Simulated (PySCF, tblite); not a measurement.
**CH11NSi3: geometry, infrared bands and NMR shifts**

What infrared bands and NMR shifts should CH11NSi3 (`CN([SiH3])[SiH2][SiH3]`) show?

The runs use tblite 0.8.0 and PySCF 2.14.0, with density-fitted response routines of our own; the level of theory stands in each step. All values are computed, except where a source is named. Atoms count from 0, in the outputs and in this text.

**1. Starting geometry**

16 atoms, charge 0, multiplicity 1; geometry from: force field or distance geometry start.

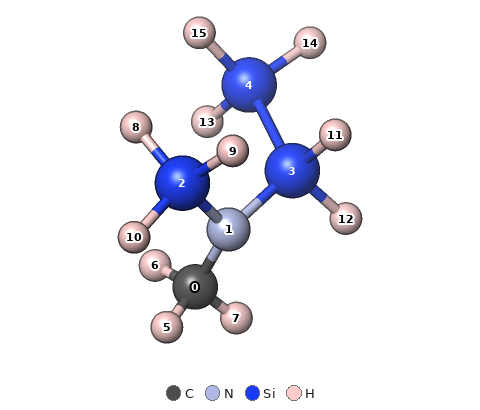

As it starts; carbon dark grey, nitrogen light blue, silicon blue, hydrogen pink, atoms numbered.

**2. Relaxing the molecule with GFN2-xTB**

What the job is given:

```
{"job": {"kind": "relax", "xc": "GFN2-xTB", "basis": "xTB"}, "charge": 0, "multiplicity": 1}
C     -1.778100    -0.748800    -0.484300
N     -0.977000     0.241300     0.223000
Si    -0.676700     1.798700    -0.393800
Si     0.390000    -0.214200     1.166400
Si     2.261900    -0.947200    -0.009600
H     -2.743100    -0.310800    -0.816000
H     -1.269100    -1.137500    -1.370900
H     -2.042700    -1.588300     0.167100
H      0.394100     1.705900    -1.411200
H     -0.334200     2.757000     0.682000
H     -1.934600     2.247000    -1.062100
H      0.750700     0.862300     2.122700
H     -0.080300    -1.355500     2.020100
H      1.892600    -2.047100    -0.950300
H      3.314800    -1.430600     0.911800
H      2.824000     0.176600    -0.806300
```

The run is started by

```bash
$ OMP_NUM_THREADS=1 python probes_run.py task.json out
```

This one command runs all jobs of the session in turn.

The log of the run:

```text
step      E/eV     max force
  0    -432.12411    1.859
  1    -432.21771    0.908
  2    -432.25976    0.451
  3    -432.28275    0.523
  4    -432.32063    0.509
  5    -432.34109    0.366
  6    -432.35725    0.243
  7    -432.36843    0.228
  8    -432.37686    0.231
  9    -432.38290    0.164
 10    -432.38753    0.165
 11    -432.39236    0.194
 12    -432.39900    0.219
 13    -432.40685    0.233
 14    -432.41325    0.187
 15    -432.41678    0.119
 16    -432.41857    0.085
 17    -432.42005    0.102
 18    -432.42208    0.142
 19    -432.42433    0.134
 20    -432.42622    0.107
 21    -432.42745    0.098
 22    -432.42835    0.100
 23    -432.42912    0.066
 24    -432.42966    0.056
 25    -432.42998    0.040
 26    -432.43022    0.041
 27    -432.43049    0.044
 28    -432.43084    0.067
 29    -432.43127    0.066
 30    -432.43173    0.065
 31    -432.43215    0.059
 32    -432.43251    0.050
 33    -432.43285    0.051
 34    -432.43322    0.045
 35    -432.43364    0.063
 36    -432.43412    0.071
 37    -432.43472    0.071
 38    -432.43550    0.078
 39    -432.43644    0.089
 40    -432.43746    0.088
 41    -432.43832    0.076
 42    -432.43893    0.072
 43    -432.43940    0.051
 44    -432.43979    0.046
 45    -432.44017    0.052
 46    -432.44062    0.065
 47    -432.44118    0.064
 48    -432.44179    0.056
 49    -432.44231    0.050
 50    -432.44271    0.046
 51    -432.44310    0.050
 52    -432.44372    0.071
 53    -432.44465    0.098
 54    -432.44574    0.103
 55    -432.44666    0.077
 56    -432.44724    0.061
 57    -432.44764    0.059
 58    -432.44800    0.045
 59    -432.44833    0.048
 60    -432.44857    0.032
 61    -432.44878    0.040
 62    -432.44894    0.040
 63    -432.44921    0.038
 64    -432.44936    0.026
 65    -432.44943    0.020
 66    -432.44951    0.023
 67    -432.44961    0.033
 68    -432.44977    0.047
 69    -432.44997    0.048
 70    -432.45014    0.024
 71    -432.45022    0.013
 72    -432.45026    0.013
 73    -432.45031    0.021
 74    -432.45040    0.026
 75    -432.45054    0.024
 76    -432.45071    0.025
 77    -432.45084    0.024
 78    -432.45091    0.020
 79    -432.45098    0.018
 80    -432.45110    0.024
 81    -432.45130    0.035
 82    -432.45152    0.033
 83    -432.45167    0.027
 84    -432.45175    0.022
 85    -432.45182    0.021
 86    -432.45191    0.024
 87    -432.45199    0.019
 88    -432.45204    0.013
 89    -432.45206    0.011
 90    -432.45208    0.014
 91    -432.45211    0.018
 92    -432.45217    0.018
 93    -432.45220    0.012
 94    -432.45222    0.011
 95    -432.45224    0.011
 96    -432.45226    0.013
 97    -432.45230    0.018
 98    -432.45233    0.020
 99    -432.45236    0.012
100    -432.45237    0.005
```

Run time: 1.1 s. Hardware: 1 thread of Arm Neoverse N1, shared host; peak memory 0.18 GiB.

The steps of the relaxation: (not every step is listed)

| step | energy from step 0 (eV) | largest force (eV/Å) |
| --- | --- | --- |
| 0 | 0.0000 | 1.8589 |
| 1 | -0.0936 | 0.9079 |
| 2 | -0.1357 | 0.4509 |
| 3 | -0.1586 | 0.5227 |
| 4 | -0.1965 | 0.5092 |
| 5 | -0.2170 | 0.3662 |
| 6 | -0.2331 | 0.2426 |
| 7 | -0.2443 | 0.2282 |
| 8 | -0.2528 | 0.2309 |
| 16 | -0.2945 | 0.0846 |
| 24 | -0.3056 | 0.0562 |
| 32 | -0.3084 | 0.0498 |
| 40 | -0.3134 | 0.0882 |
| 48 | -0.3177 | 0.0556 |
| 56 | -0.3231 | 0.0607 |
| 64 | -0.3253 | 0.0261 |
| 72 | -0.3262 | 0.0132 |
| 80 | -0.3270 | 0.0236 |
| 88 | -0.3279 | 0.0127 |
| 95 | -0.3281 | 0.0110 |
| 96 | -0.3282 | 0.0135 |
| 97 | -0.3282 | 0.0185 |
| 98 | -0.3282 | 0.0197 |
| 99 | -0.3283 | 0.0117 |
| 100 | -0.3283 | 0.0055 |

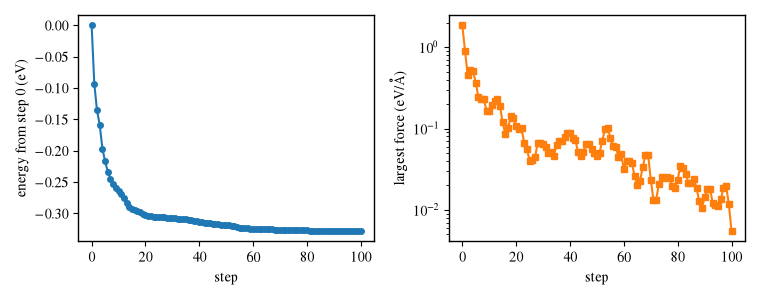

Energy and force, step by step.

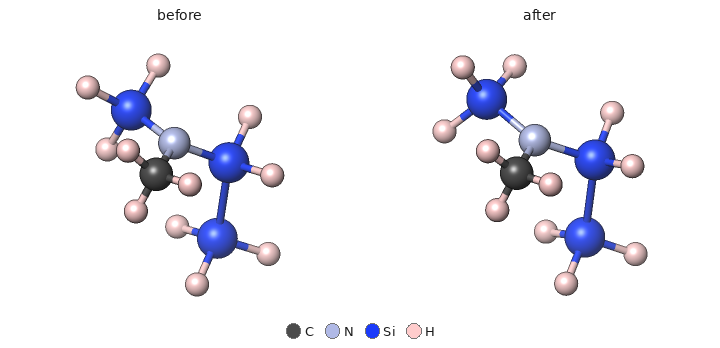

Before and after, at one scale.

Close pairs (by a distance rule), those that changed most:

| bond | before (Å) | after (Å) | change (Å) |
| --- | --- | --- | --- |
| N1–Si2 | 1.702 | 1.732 | +0.030 |
| Si2–H10 | 1.493 | 1.466 | -0.028 |
| Si3–H12 | 1.501 | 1.475 | -0.026 |
| Si2–H9 | 1.481 | 1.457 | -0.024 |
| Si4–H13 | 1.494 | 1.470 | -0.023 |
| N1–Si3 | 1.722 | 1.745 | +0.023 |
| C0–H5 | 1.110 | 1.090 | -0.021 |
| Si4–H15 | 1.488 | 1.469 | -0.019 |

The final coordinates are the input of the step that follows.

**3. Infrared spectrum with GFN2-xTB**

What the job is given:

```
{"job": {"kind": "ir", "xc": "GFN2-xTB", "basis": "xTB"}, "charge": 0, "multiplicity": 1}
C     -1.551416    -0.682823    -0.557874
N     -0.809357     0.320389     0.174395
Si    -0.890151     1.932334    -0.452888
Si     0.427483    -0.285491     1.246365
Si     2.251932    -1.101956     0.087116
H     -2.492956    -0.268819    -0.917721
H     -0.991907    -1.052725    -1.424106
H     -1.774922    -1.532623     0.087951
H     -0.257988     2.021299    -1.778195
H     -0.192874     2.781743     0.503877
H     -2.310499     2.273390    -0.572402
H      0.727766     0.841949     2.133412
H     -0.267525    -1.310051     2.047312
H      1.927225    -2.209359    -0.823755
H      3.285004    -1.623446     0.988314
H      2.912587    -0.094868    -0.753209
```

The log of the run:

```text
mode    cm-1     km/mol
  1      10.1      0.03
  2      36.1      0.05
  3      78.3      1.49
  4     115.0      1.24
  5     137.6      0.21
  6     234.7      3.10
  7     242.0      9.17
  8     320.0      3.17
  9     367.7     57.25
 10     431.2     27.98
 11     464.2      3.48
 12     477.3      0.81
 13     563.6     23.69
 14     569.9     67.05
 15     590.1      6.71
 16     642.2     50.20
 17     707.9    822.55
 18     754.0    153.74
 19     772.9    457.25
 20     800.6    137.32
 21     805.6    264.80
 22     813.9    233.01
 23     824.5    152.58
 24     825.5    142.74
 25     943.2    292.14
 26    1100.5      7.58
 27    1153.6     99.40
 28    1180.7    117.74
 29    1432.7      0.02
 30    1502.3      4.42
 31    1509.6      2.20
 32    2133.9    274.19
 33    2178.9    277.47
 34    2193.0    118.84
 35    2211.2    458.67
 36    2216.0    379.16
 37    2227.1    362.60
 38    2232.0    258.70
 39    2305.5    353.76
 40    2902.7     61.62
 41    2979.6     36.88
 42    2992.9     41.58
```

Run time: 0.93 s. Hardware: 1 thread of Arm Neoverse N1, shared host; peak memory 0.18 GiB.

The strongest bands and the atoms that carry them (share of the mass-weighted mode):

| cm⁻¹ | km/mol | atoms |
| --- | --- | --- |
| 708 | 822.5 | H12 37 %, H11 24 %, Si3 14 % |
| 773 | 457.2 | H12 27 %, H11 24 %, H8 12 %, H9 10 % |
| 943 | 292.1 | N1 48 %, H7 13 %, H5 13 % |
| 2179 | 277.5 | H8 92 % |
| 2211 | 458.7 | H15 74 %, H11 20 % |
| 2216 | 379.2 | H11 59 %, H15 18 %, H13 17 % |
| 2227 | 362.6 | H14 95 % |
| 2306 | 353.8 | H9 96 % |

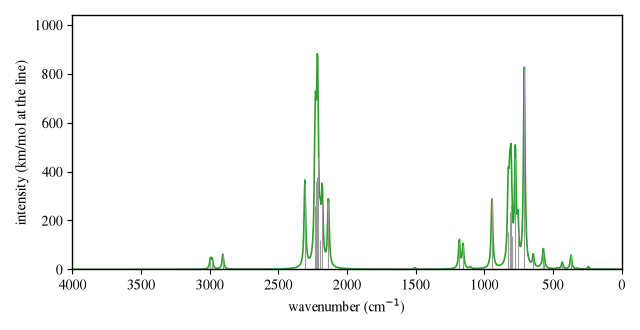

The infrared spectrum from these modes, unscaled. Lines are broadened to a width of 14 cm⁻¹ (Lorentzian).

**4. Nuclear shieldings: PBE0/pcSseg-1**

Same as in step 3 but for these lines:

```diff
@@ -1,2 +1,2 @@
-{"job": {"kind": "ir", "xc": "GFN2-xTB", "basis": "xTB"}, "charge": 0, "multiplicity": 1}
+{"job": {"kind": "nmr", "xc": "PBE0", "basis": "pcSseg-1"}, "charge": 0, "multiplicity": 1}
 C     -1.551416    -0.682823    -0.557874
```

Level: GIAO PBE0/pcSseg-1 NMR shielding, non-relativistic, gas phase.

The log of the run:

```text
coarse grid: 13840 points
cycle   1  E = -967.3690857455  dE =  7.990e-02  |g| = 3.942e-01  |ddm| = 3.458e+00
cycle   2  E = -967.3227555395  dE =  4.633e-02  |g| = 5.990e-01  |ddm| = 9.878e-01
cycle   3  E = -967.4034255150  dE = -8.067e-02  |g| = 5.975e-02  |ddm| = 6.813e-01
cycle   4  E = -967.4041533963  dE = -7.279e-04  |g| = 1.529e-02  |ddm| = 6.950e-02
cycle   5  E = -967.4042047982  dE = -5.140e-05  |g| = 5.356e-03  |ddm| = 1.902e-02
cycle   6  E = -967.4042114504  dE = -6.652e-06  |g| = 7.483e-04  |ddm| = 5.124e-03
final grid: 117072 points
cycle   7  E = -967.4287539097  dE = -1.304e-05  |g| = 6.370e-03  |ddm| = 1.711e-02
cycle   8  E = -967.4287448256  dE =  9.084e-06  |g| = 8.854e-03  |ddm| = 1.423e-02
cycle   9  E = -967.4287633472  dE = -1.852e-05  |g| = 1.111e-03  |ddm| = 8.948e-03
cycle  10  E = -967.4287635925  dE = -2.452e-07  |g| = 1.803e-04  |ddm| = 9.159e-04
cycle  11  E = -967.4287635990  dE = -6.509e-09  |g| = 2.543e-05  |ddm| = 1.464e-04
cycle  12  E = -967.4287635991  dE = -1.464e-10  |g| = 7.440e-06  |ddm| = 4.774e-05
converged SCF energy = -967.4287635991

GIAO shielding tensors (ppm)
atom      isotropic    diamagn.    paramagn.     s11        s22        s33       span
  0 C      148.568     245.194     -96.626    126.854    131.496    187.354     60.500
  1 N      272.206     329.159     -56.953    251.063    266.619    298.936     47.873
  2 Si     394.251     881.268    -487.017    343.182    360.481    479.089    135.906
  3 Si     382.597     881.264    -498.666    328.278    346.320    473.194    144.915
  4 Si     479.116     880.859    -401.743    466.366    483.922    487.060     20.694
  5 H       28.964      29.765      -0.800     24.316     26.976     35.601     11.284
  6 H       28.864      30.824      -1.960     24.303     27.060     35.227     10.924
  7 H       28.981      30.099      -1.119     24.740     26.859     35.343     10.603
  8 H       27.041      30.344      -3.303     23.222     25.379     32.523      9.301
  9 H       27.019      30.624      -3.605     23.421     25.949     31.688      8.268
 10 H       27.126      29.845      -2.719     23.503     25.172     32.705      9.202
 11 H       26.441      30.728      -4.287     22.641     25.802     30.879      8.238
 12 H       26.616      30.238      -3.622     22.620     25.652     31.574      8.954
 13 H       28.107      29.598      -1.491     24.628     26.741     32.952      8.324
 14 H       28.618      28.900      -0.282     25.410     25.796     34.647      9.237
 15 H       28.353      29.774      -1.422     24.974     26.617     33.467      8.492
```

It took 47 s on 1 thread of Arm Neoverse N1, shared host; peak memory 0.74 GiB.

Shifts follow as δ = σ(reference) − σ, with reference shieldings (ppm) from runs at the same level and on the same kind of geometry: 1H TMS 31.72, 13C TMS 186.9, 29Si TMS 349.2, 15N NH3 267.7. The references are single molecules in the gas phase, so shifts against H2O, NH3, PH3, H3PO4 or CFCl3 are not on the usual liquid scales and can be off by tens of ppm. Atoms listed in one row are averaged.

| atoms | environment | σ (ppm) | δ (ppm) | δ scaled to CDCl3 |
| --- | --- | --- | --- | --- |
| C0 | methyl carbon bonded to N | 148.6 | 38.4 | 35.5 |
| H11, H12 | hydrogen on a silicon bonded to N, Si | 26.53 | 5.19 | – |
| H8, H9, H10 | hydrogen on a silicon bonded to N | 27.06 | 4.65 | – |
| H13, H14, H15 | hydrogen on a silicon bonded to Si | 28.36 | 3.36 | – |
| H5, H6, H7 | hydrogen on a methyl carbon bonded to N | 28.94 | 2.78 | 2.73 |
| N1 | nitrogen bonded to C, 2 Si | 272.2 | -4.5 | – |
| Si3 | silicon bonded to N, Si, 2 H | 382.6 | -33.4 | – |
| Si2 | silicon bonded to N, 3 H | 394.3 | -45.1 | – |
| Si4 | silicon bonded to Si, 3 H | 479.1 | -130.0 | – |

The scaled column applies a straight-line fit of computed shieldings to shifts measured in CDCl3 (root-mean-square error 0.16 ppm for H, 1.9 ppm for C).

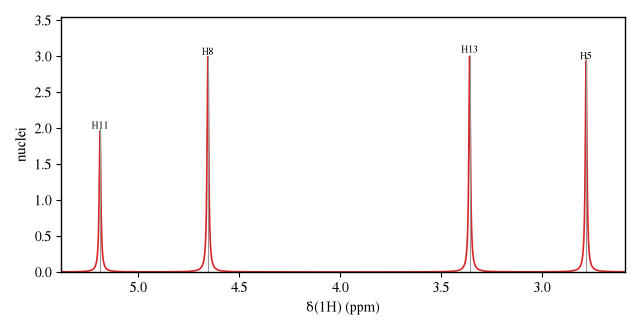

1H lines at the computed shifts, without couplings. Lines are broadened to a width of 0.01 ppm (Lorentzian).

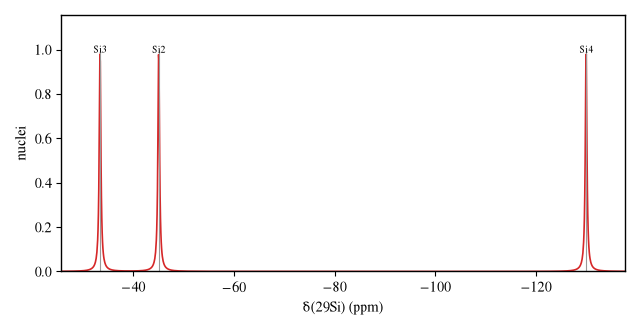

29Si lines at the computed shifts, without couplings. Lines are broadened to a width of 0.39 ppm (Lorentzian).

The run also stored atomic charges by several schemes (e):

| atoms | Mulliken | IAO | Hirshfeld | ESP fit |
| --- | --- | --- | --- | --- |
| C0 | -0.07 | -0.30 | -0.07 | -0.40 |
| N1 | -0.92 | -0.76 | -0.26 | -0.31 |
| Si2 | 0.63 | 0.74 | 0.34 | 0.44 |
| Si3 | 0.44 | 0.60 | 0.28 | 0.33 |
| Si4 | 0.17 | 0.24 | 0.20 | 0.19 |

IAO charges:

C0 -0.30; N1 -0.76; Si2 0.74; Si3 0.60; Si4 0.24; H5 0.14; H6 0.12; H7 0.14; H8 -0.15; H9 -0.12; H10 -0.14; H11 -0.11; H12 -0.12; H13 -0.10; H14 -0.10; H15 -0.09

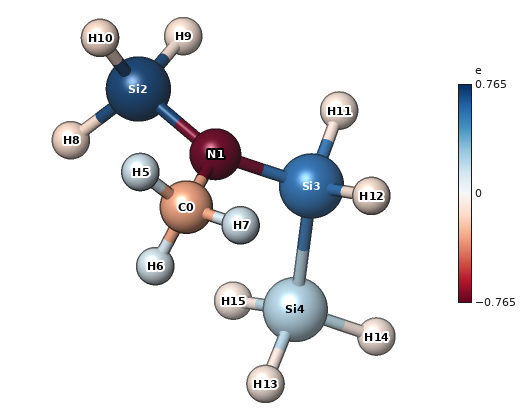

IAO charges, as colours on the atoms.

Mayer bond orders: C0–N1 0.94, N1–Si2 0.94, N1–Si3 0.90, Si3–Si4 0.89.

The fields below are evaluated on a grid from the run's orbitals.

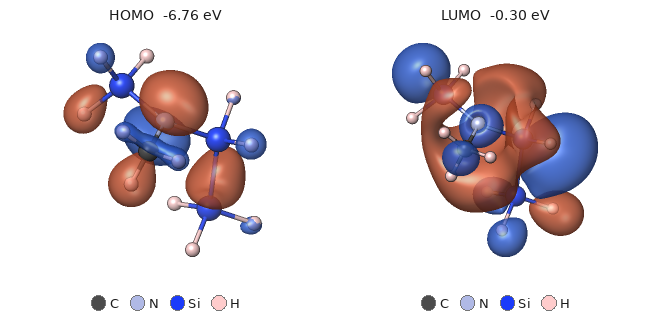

PBE0/pcSseg-1 orbitals near the gap, drawn at the value that encloses 70 % of each; the two colours are the two signs.

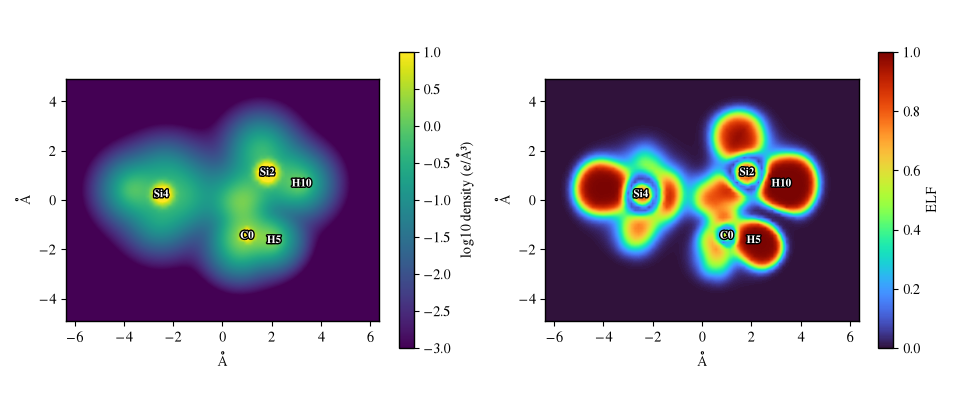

Density (left) and ELF (right) in a plane through or near 5 of the atoms.

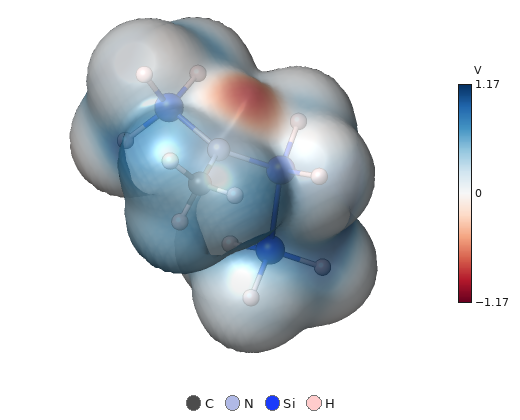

Electrostatic potential on the surface of density 0.002 e/bohr³; red is low, blue high. It runs from -0.46 V near N1 to 1.17 V near Si3.

**5. Outcome**

```
                                                              quantity                       value
                             strongest single infrared mode (GFN2-xTB)        708 cm⁻¹, 823 km/mol
                                          zero-point energy (GFN2-xTB)               67.2 kcal/mol
                                13C shifts against TMS (PBE0/pcSseg-1)                    38.4 ppm
1H shifts against TMS (PBE0/pcSseg-1, means over atoms taken as alike)  5.19, 4.65, 3.36, 2.78 ppm
                                15N shifts against NH3 (PBE0/pcSseg-1)                    -4.5 ppm
                               29Si shifts against TMS (PBE0/pcSseg-1)    -33.4, -45.1, -130.0 ppm
                                 surface potential, least and greatest          -0.46 V and 1.17 V
```

What this shows: Over 100 steps the energy fell by 0.328 eV; of the close pairs, N1–Si2 changed most, 1.702 to 1.732 Å. No mode is imaginary among the 42: a minimum at this level. The strongest single mode, at 708 cm⁻¹, is carried by H12, H11, Si3. GFN2-xTB is a fitted tight-binding method: band positions and strengths are rough. Its intensities can rank the bands wrongly. At PBE0/pcSseg-1: The widest tensor belongs to Si3: span 145 ppm, with a paramagnetic part of -499 ppm. By nearest atom (PBE0/pcSseg-1), the HOMO sits on N1 54 %; Si4 8 % and the LUMO on Si3 17 %; Si4 10 %.
